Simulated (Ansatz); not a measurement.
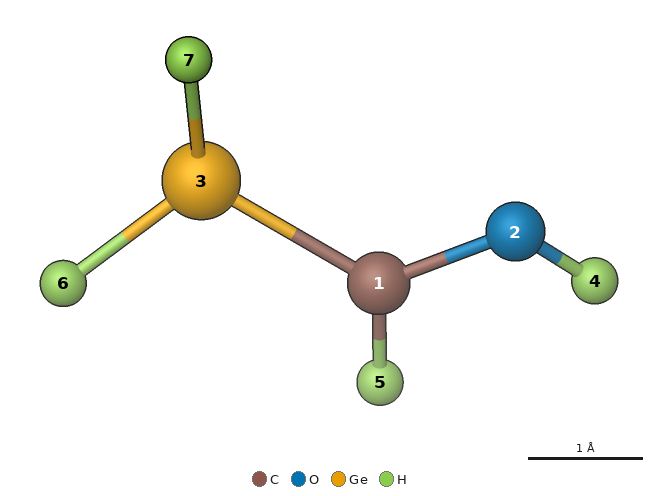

Orthographic view. Atoms fade into the background with distance from the viewer. The geometry was computed by an optimisation with PBE0-D4/def2-TZVP. No frequency run is at hand to confirm it as a minimum.

Write a Z-matrix (Å, degrees) in the order of the atom numbers, with these reference atoms: 2 to 1; 3 to 1, 2; 4 to 2, 1, 3; 5 to 1, 2, 4; 6 to 3, 1, 5; 7 to 3, 6, 1.

```
C  
O    1   1.347
Ge   1   1.817   2   125.1
H    2   0.962   1   110.4   3  -156.1
H    1   1.090   2   115.8   4    10.3
H    3   1.529   1   112.3   5    29.5
H    3   1.529   6   116.0   1  -140.7
```
